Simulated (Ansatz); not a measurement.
# H₂HfI₂O₂: what the fields show

Input

```
crystal:
  periodic: [false, false, false]
  atoms:
    - {symbol: Hf, position_ang: [-0.195146, -0.290993, 0.053130]}
    - {symbol: I, position_ang: [0.795635, -2.833886, 0.091882]}
    - {symbol: I, position_ang: [-2.891078, -0.290836, 0.479047]}
    - {symbol: O, position_ang: [0.639588, 0.709702, 1.429254]}
    - {symbol: O, position_ang: [0.153871, 0.473526, -1.645586]}
    - {symbol: H, position_ang: [1.101886, 1.288053, 2.034209]}
    - {symbol: H, position_ang: [0.395235, 0.944434, -2.441936]}
basis:
  gaussian:
    orbitals: def2-TZVPD
magnetization:
  spin_polarized: false
hamiltonian:
  xc: {name: PBE0}
output: {forces: true, orbitals: {seedname: orbitals}}
```

Launched as:

```sh
ansatz run input.yaml --threads 2 --pin off --max-ram 5220MiB --events-out events.jsonl --progress --plain --runs-dir runs
```

Geometry: PBE0-D4/def2-SVP; core potentials replace the inner electrons of Hf and I.

Computed with isolated molecule in a Gaussian basis; Kohn-Sham density functional theory, functional PBE0 in Ansatz 0.2.0.

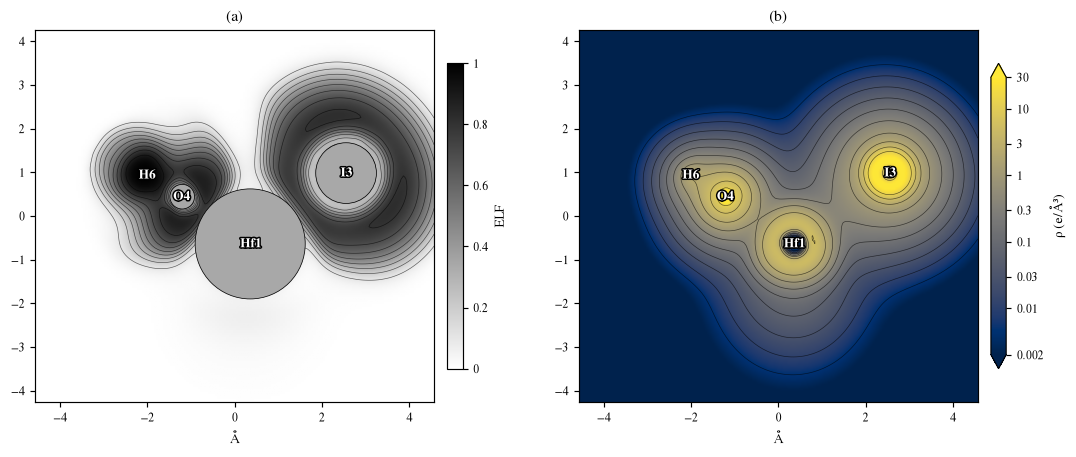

Figure 1. (a) ELF; (b) electron density on the plane of atoms I3, Hf1 and O4. Grey discs cover the atomic cores in the ELF map.

Q: Interpret the plot.

A:
- The plane passes through Hf, I, O and H nuclei.
- Hf–O (1.90 Å): ρ at the midpoint is about 0.93 e/Å³; the ELF peaks at about 0.80 in the valence shell of O, 0.5 Å from its nucleus, and drops to about 0.20 between the two atoms.
- Hf–I (2.73 Å): ρ is about 0.46 e/Å³ halfway; the ELF peaks at about 0.75 in the valence shell of I, 1.2 Å from its nucleus, and is about 0.60 at the midpoint.
- O–H (0.96 Å): the density is about 3.8 e/Å³ at the midpoint; the ELF climbs to about 1 towards the hydrogen, as it does in any bond to H (a covalent bond by its length).

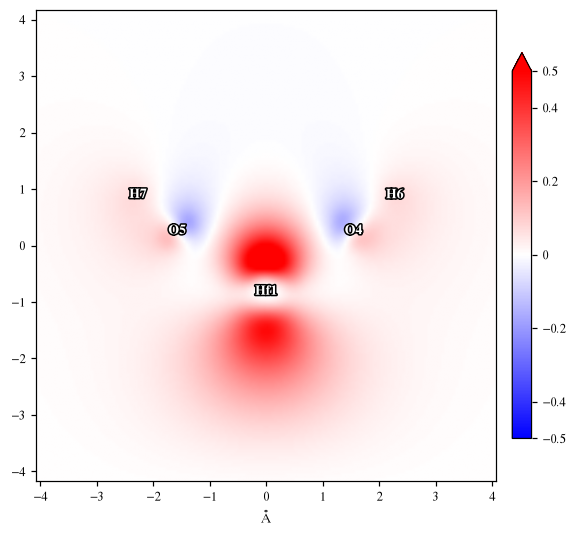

Figure 2. The LUMO on the plane of atoms O4, Hf1 and O5 (values in Å⁻³ᐟ²; the overall sign is arbitrary).

Q: Where does this orbital lie, and at what energy?

A: By Hirshfeld shares it lies mainly on Hf1 (about 60 %), I2 (about 15 %) and I3 (about 15 %). Its energy is −1.52 eV.

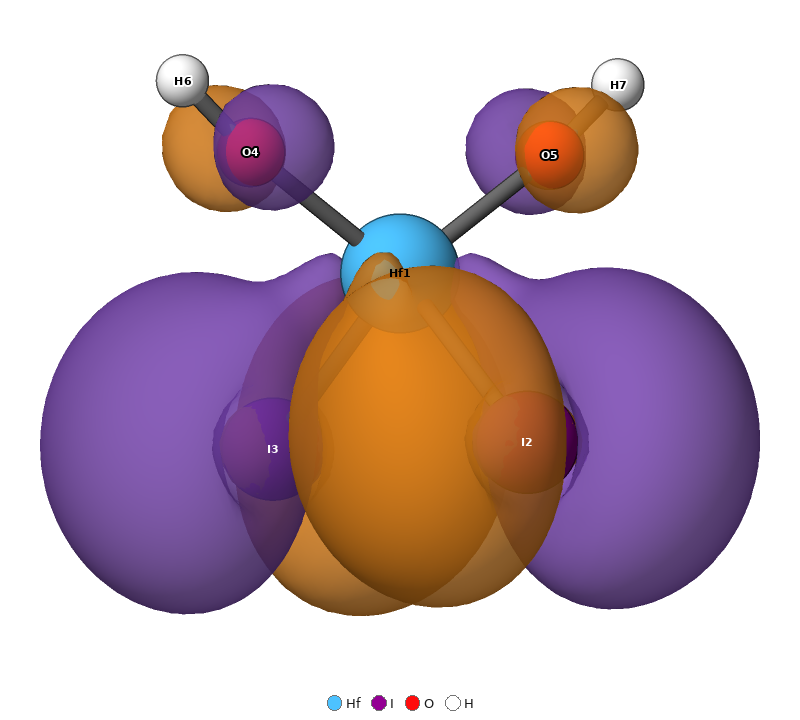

Figure 3. The HOMO−1 at ±0.06 Å⁻³ᐟ² (orange and purple are the two phases), seen at a tilt.

Q: Describe this orbital and give its energy.

A: Its weight (Hirshfeld) is mainly on I2 (about 45 %) and I3 (about 45 %); largely a combination of lone pairs on I2 and I3. Its energy is −7.66 eV.
